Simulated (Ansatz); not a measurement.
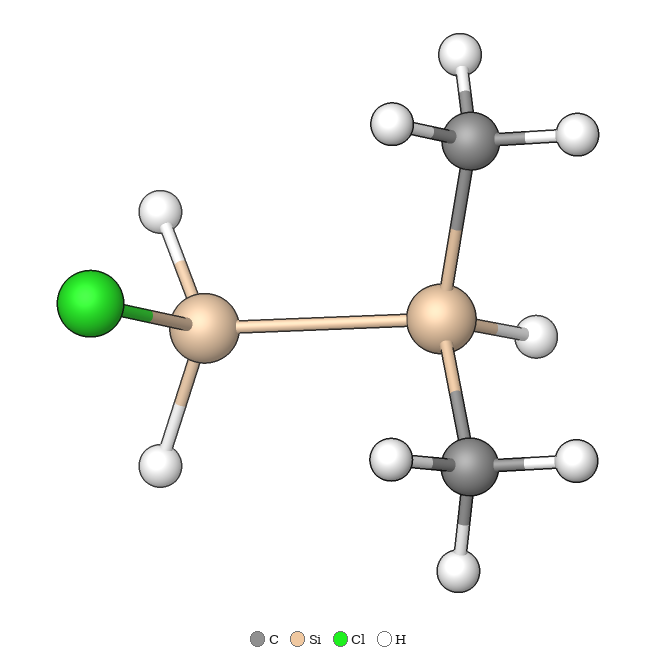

The computed structure is the end point of a PBE-D4/def2-SVP optimisation. No frequency run is at hand to confirm it as a minimum.

Give the structural formula.

SMILES: C[SiH](C)[SiH2]Cl

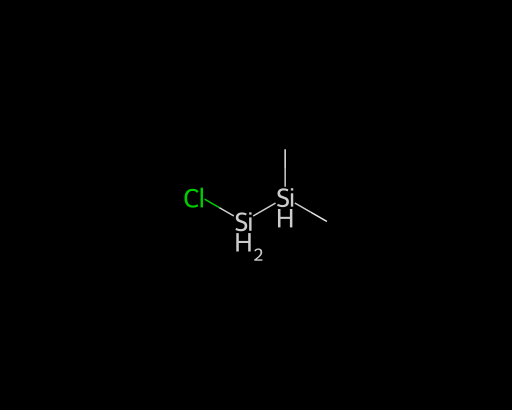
